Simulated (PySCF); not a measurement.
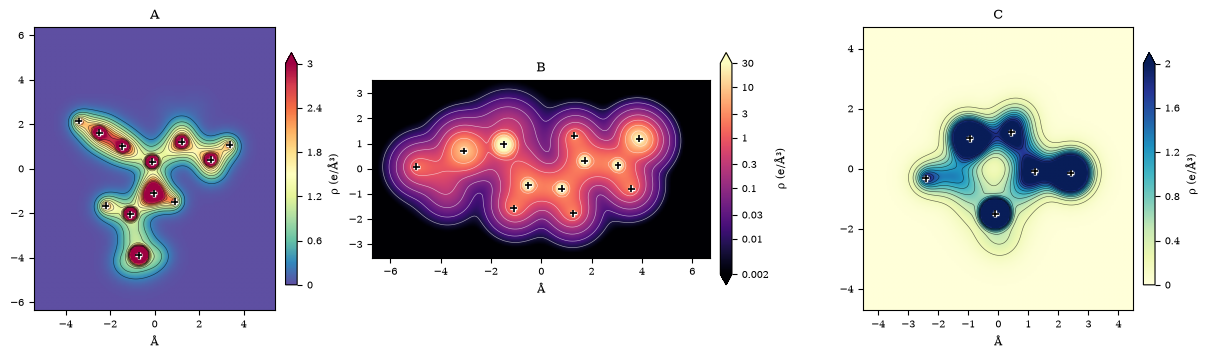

The total electron density of 3 systems, each on a plane through atoms (crosses mark nuclei in the plane).

All numbers below come from PBE0/pcSseg-1, SCF density, gas phase, non-relativistic (PySCF 2.14.0).

System 1: C₅H₉FOSi (SMILES CO[SiH2]/C=C\C=C\F), the plane of atoms Si3, C4 and H14. Geometry: GFN2-xTB.

```yaml
atoms:
  - { symbol: C, position_ang: [3.4193, 0.3798, -0.0828] }
  - { symbol: O, position_ang: [2.5042, -0.5566, 0.3946] }
  - { symbol: Si, position_ang: [0.9287, -0.3952, 0.7488] }
  - { symbol: C, position_ang: [-0.0735, 0.0641, -0.7849] }
  - { symbol: C, position_ang: [-1.4062, 0.1083, -0.8829] }
  - { symbol: C, position_ang: [-2.3024, -0.1776, 0.2078] }
  - { symbol: C, position_ang: [-3.6236, -0.1263, 0.0814] }
  - { symbol: F, position_ang: [-4.4454, -0.3966, 1.1079] }
  - { symbol: H, position_ang: [4.3886, -0.1126, -0.1729] }
  - { symbol: H, position_ang: [3.5097, 1.2230, 0.6067] }
  - { symbol: H, position_ang: [3.1190, 0.7611, -1.0624] }
  - { symbol: H, position_ang: [0.6884, -1.7511, 1.2232] }
  - { symbol: H, position_ang: [0.7157, 0.6428, 1.7695] }
  - { symbol: H, position_ang: [0.4884, 0.2941, -1.6842] }
  - { symbol: H, position_ang: [-1.8843, 0.3706, -1.8207] }
  - { symbol: H, position_ang: [-1.8641, -0.4427, 1.1575] }
  - { symbol: H, position_ang: [-4.1693, 0.1270, -0.8165] }
```

System 2: C₆H₁₄B₂NP (SMILES C#CB(NBP)C(C)(C)C), the plane of atoms B3, N4 and B5. Geometry: GFN2-xTB.

```yaml
atoms:
  - { symbol: C, position_ang: [1.0678, 2.6500, -1.6252] }
  - { symbol: C, position_ang: [0.7866, 1.6211, -1.0660] }
  - { symbol: B, position_ang: [0.3612, 0.3519, -0.3588] }
  - { symbol: N, position_ang: [1.3342, -0.5945, 0.0555] }
  - { symbol: B, position_ang: [2.7330, -0.5448, -0.0794] }
  - { symbol: P, position_ang: [3.8042, -1.9182, 0.6795] }
  - { symbol: C, position_ang: [-1.2070, 0.1274, -0.0712] }
  - { symbol: C, position_ang: [-1.5353, -1.2453, 0.5307] }
  - { symbol: C, position_ang: [-2.0080, 0.2872, -1.3734] }
  - { symbol: C, position_ang: [-1.6728, 1.2126, 0.9156] }
  - { symbol: H, position_ang: [1.3287, 3.5449, -2.1132] }
  - { symbol: H, position_ang: [0.9587, -1.4120, 0.5218] }
  - { symbol: H, position_ang: [3.2351, 0.3873, -0.5779] }
  - { symbol: H, position_ang: [4.6646, -2.1015, -0.3858] }
  - { symbol: H, position_ang: [3.0070, -3.0039, 0.3536] }
  - { symbol: H, position_ang: [-2.6090, -1.3386, 0.6891] }
  - { symbol: H, position_ang: [-1.0467, -1.3797, 1.4948] }
  - { symbol: H, position_ang: [-1.2270, -2.0485, -0.1371] }
  - { symbol: H, position_ang: [-1.8247, 1.2628, -1.8168] }
  - { symbol: H, position_ang: [-3.0753, 0.1900, -1.1778] }
  - { symbol: H, position_ang: [-1.7221, -0.4736, -2.0970] }
  - { symbol: H, position_ang: [-1.1410, 1.1273, 1.8615] }
  - { symbol: H, position_ang: [-1.4840, 2.2028, 0.5078] }
  - { symbol: H, position_ang: [-2.7401, 1.1149, 1.1108] }
```

System 3: C₅H₉NO₂Si (SMILES C=NC[C@H]1OCC(=O)[SiH2]1), the plane of atoms C6, C7 and Si9. Geometry: GFN2-xTB.

```xyz
18

C     2.0739    0.6121   -0.6421
N     1.2701   -0.2987   -0.3421
C     1.0855   -0.7632    0.9987
C    -0.4269   -0.9135    1.1780
O    -1.0446    0.2802    1.6523
C    -1.1201    1.2963    0.6838
C    -1.3102    0.7352   -0.7160
O    -1.4587    1.4335   -1.6866
Si   -1.1886   -1.1731   -0.5613
H     2.7201    1.1205    0.0799
H     2.1391    0.9253   -1.6734
H     1.5392   -1.7563    1.0617
H     1.5403   -0.1136    1.7603
H    -0.6537   -1.6531    1.9446
H    -1.9677    1.9345    0.9503
H    -0.2151    1.9225    0.6860
H    -0.4385   -1.8923   -1.5697
H    -2.5529   -1.6901   -0.3759
```

**Which map belongs to which system?**

Panel A is system 2, C₆H₁₄B₂NP: the plane holds C, B, N, P and H. C–C (1.20 Å): ρ at the midpoint is about 2.8 e/Å³. Panel B is system 1, C₅H₉FOSi: the plane holds O, Si, C, F and H. C–C (1.33 Å): ρ is about 2.3 e/Å³ halfway. Panel C is system 3, C₅H₉NO₂Si: the plane holds O, C, Si and H. C–O (1.20 Å): ρ is about 3.3 e/Å³ halfway.
